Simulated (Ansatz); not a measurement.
## Electronic structure of CH6F2Si2 (SMILES F[SiH](F)C[SiH3]) in real space

```xyz
11

C    -0.8569    0.5173   -0.0229
F    -1.6898    0.6849   -2.7265
F     0.4338   -0.7051   -2.2402
Si   -0.3661    0.6225   -1.8112
Si   -2.4936   -0.3922    0.2979
H     0.4727    1.7934   -2.1510
H    -0.0518    0.0196    0.5337
H    -0.9416    1.5341    0.3840
H    -3.6382    0.4378   -0.1563
H    -2.5183   -1.6896   -0.4262
H    -2.6485   -0.6592    1.7541
```

Geometry: B3LYP/6-31G*.

All numbers below come from isolated molecule in a Gaussian basis; Kohn-Sham density functional theory, functional PBE0 (Ansatz).

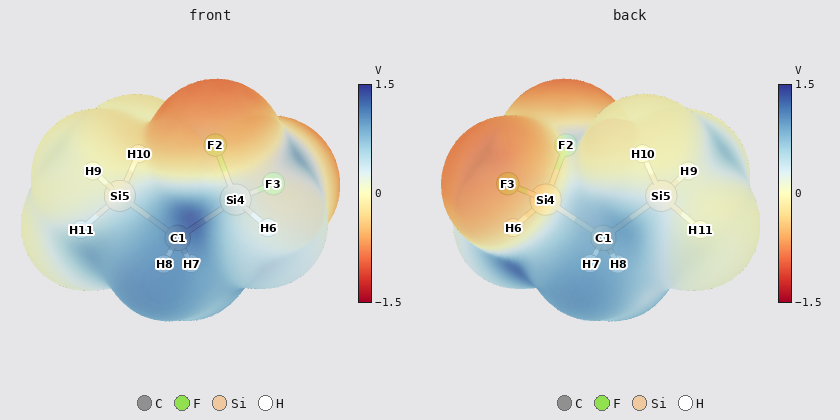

Figure 1. The molecular electrostatic potential painted on the density surface at 0.001 e/bohr³, seen from the front and from behind; the colour scale runs from red (negative) to blue (positive).

Question: Describe the electrostatic potential map.

Answer: The most negative region (about −0.8 V) lies over F2 and F3, the most positive (about +1.2 V) over Si4.

Question: How polar is the molecule by this calculation?

Answer: Its dipole moment is 2.32 D.

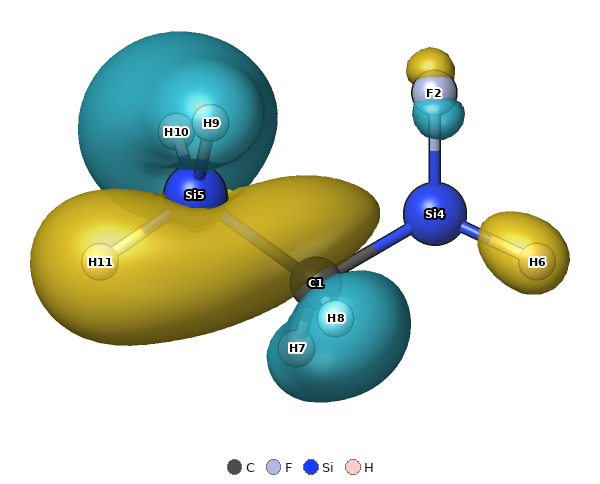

Figure 2. The HOMO−1 at ±0.08 Å⁻³ᐟ² (yellow and cyan are the two phases), seen at a tilt.

Question: What is the character of this orbital?

Answer: By Hirshfeld shares it lies mainly on Si5 (about 35 %), H10 (about 25 %), C1 (about 20 %) and H11 (about 10 %). Its energy is −9.65 eV.

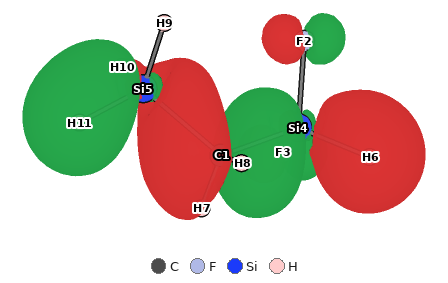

Figure 3. The HOMO at ±0.08 Å⁻³ᐟ² (green and red are the two phases), seen at a tilt.

Question: Describe this orbital and give its energy.

Answer: By Hirshfeld shares it lies mainly on C1 (about 30 %), Si4 (about 20 %), Si5 (about 15 %), H11 (about 15 %) and H6 (about 15 %). Its energy is −9.06 eV.
